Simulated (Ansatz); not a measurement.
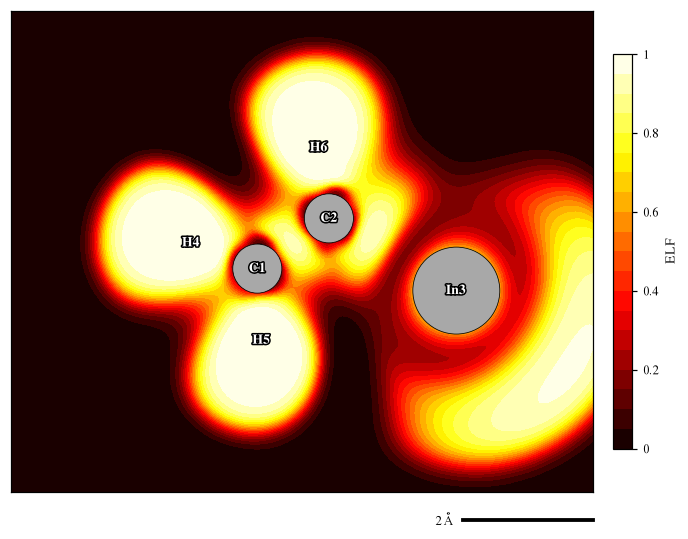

C$_{2}$H$_{3}$In (SMILES C=[CH][In]). ELF on the molecular plane. Grey discs cover the atomic cores.

Geometry: PBE0-D3(BJ)/def2-SVP; core potentials replace the inner electrons of In.

Method: Ansatz, isolated molecule in a Gaussian basis; Kohn-Sham density functional theory, functional PBE0.

Input

```
crystal:
  periodic: [false, false, false]
  atoms:
    - {symbol: C, position_ang: [-2.099368, -2.123200, -2.379900]}
    - {symbol: C, position_ang: [-2.711693, -1.445672, -3.364402]}
    - {symbol: In, position_ang: [-3.666798, 0.495345, -2.750015]}
    - {symbol: H, position_ang: [-1.587793, -3.086625, -2.523942]}
    - {symbol: H, position_ang: [-2.068003, -1.752191, -1.342396]}
    - {symbol: H, position_ang: [-2.685406, -1.903421, -4.365280]}
basis:
  gaussian:
    orbitals: def2-TZVPD
hamiltonian:
  xc: {name: PBE0}
output:
  forces: true
  orbitals: {seedname: orbitals}
```

Launched as:

```sh
ansatz run input.yaml --threads 1 --pin off --max-ram 2610MiB --events-out events.jsonl --progress --plain --runs-dir runs
```

**Interpret the plot.**

- The section cuts through C, In and H sites.
- C–C (1.34 Å): the ELF peaks at about 0.90 between the atoms (a multiple bond).
- C–In (2.25 Å): the ELF peaks at about 0.95 in the valence shell of C, 0.7 Å from its nucleus, and drops to about 0.20 between the two atoms.
- C–H (1.10 Å): the ELF climbs to about 1 towards the hydrogen, as it does in any bond to H: a covalent bond by its length.
